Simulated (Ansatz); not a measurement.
## Electronic structure of B2F4 (SMILES FB(F)B(F)F) in real space

```json
{"atom": "B", "x (Å)": "-1.6411", "y (Å)": "-0.8029", "z (Å)": "1.8424"}
{"atom": "B", "x (Å)": "-2.4465", "y (Å)": "0.1881", "z (Å)": "0.6793"}
{"atom": "F", "x (Å)": "-2.2735", "y (Å)": "-1.2818", "z (Å)": "2.8927"}
{"atom": "F", "x (Å)": "-0.3679", "y (Å)": "-1.1125", "z (Å)": "1.7174"}
{"atom": "F", "x (Å)": "-3.7228", "y (Å)": "0.4872", "z (Å)": "0.7975"}
{"atom": "F", "x (Å)": "-1.8112", "y (Å)": "0.6769", "z (Å)": "-0.3647"}
```

Geometry: PBE0-D3(BJ)/def2-SVP.

These are results of isolated molecule in a Gaussian basis; Kohn-Sham density functional theory, functional PBE0 (Ansatz), not measurements.

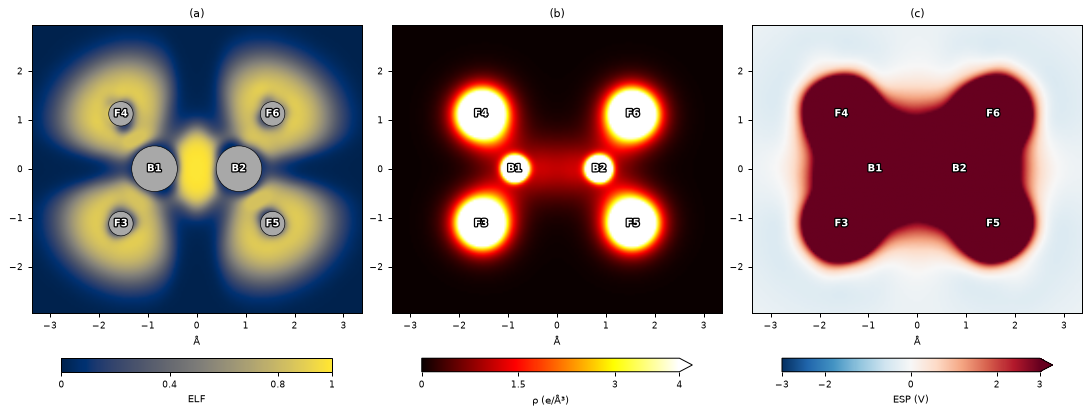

Figure 1. (a) ELF; (b) total electron density; (c) molecular electrostatic potential on the molecular plane. Grey discs cover the atomic cores in the ELF map.

Q: What do the fields say about this system?

A: The plane passes through B and F nuclei.
B–F (1.32 Å): the density is about 2.3 e/Å³ at the midpoint; the ELF peaks at about 0.85 between the atoms: a polar covalent bond.
B–B (1.73 Å): ρ is about 1.1 e/Å³ halfway; the ELF peaks at about 1 between the atoms; localised, covalent bonding.
The ELF also peaks beside F5, F3, F6 and F4, away from the bonds: lone-pair regions.
Outside the dense part of the molecule the potential is most negative (−0.4 V) near F3, F4, F5 and F6.

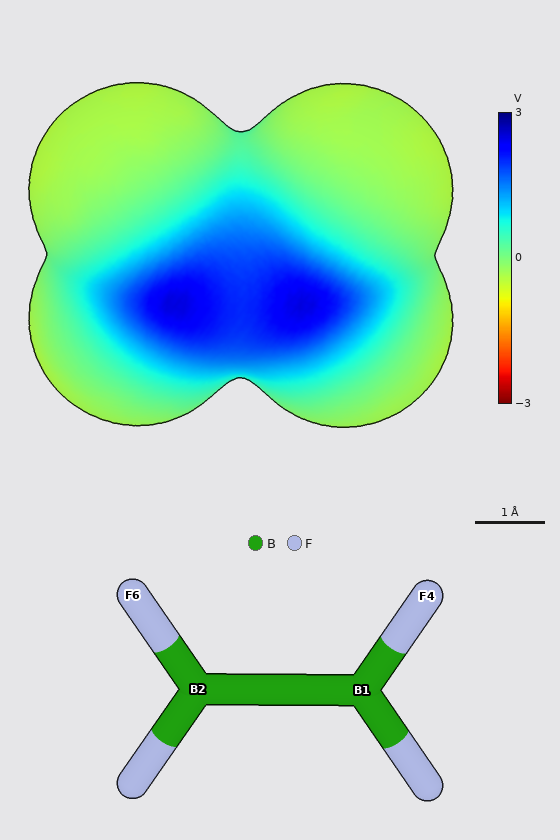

Figure 2. The molecular electrostatic potential painted on the density surface at 0.002 e/bohr³, seen at a tilt; the colour scale runs from red (negative) to blue (positive). The bare structure is drawn below in the same view.

Q: Where is the surface potential most negative and most positive?

A: The most negative region (about −0.4 V) lies over F3, F4, F5 and F6, the most positive (about +2.5 V) over B1 and B2.

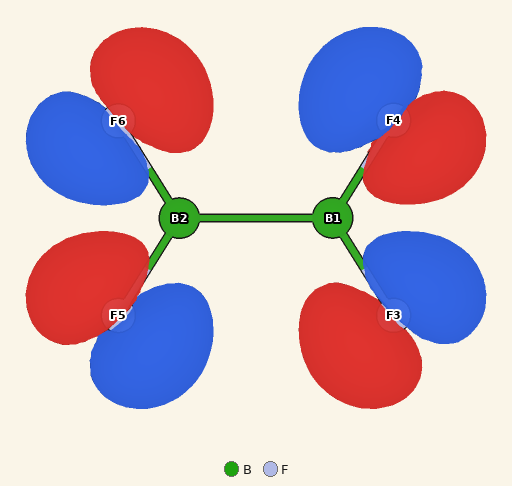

Figure 3. The HOMO−1 at ±0.1 Å⁻³ᐟ² (blue and red are the two phases), seen at a tilt.

Q: What is the character of this orbital?

A: By Hirshfeld shares it lies mainly on F4 (about 25 %), F3 (about 25 %), F6 (about 25 %) and F5 (about 25 %); it is symmetric in the molecular plane (an in-plane orbital: σ, lone-pair or in-plane π type); it is gerade (even under inversion); largely a combination of lone pairs on F4, F3, F6 and F5. Its energy is −12.36 eV.
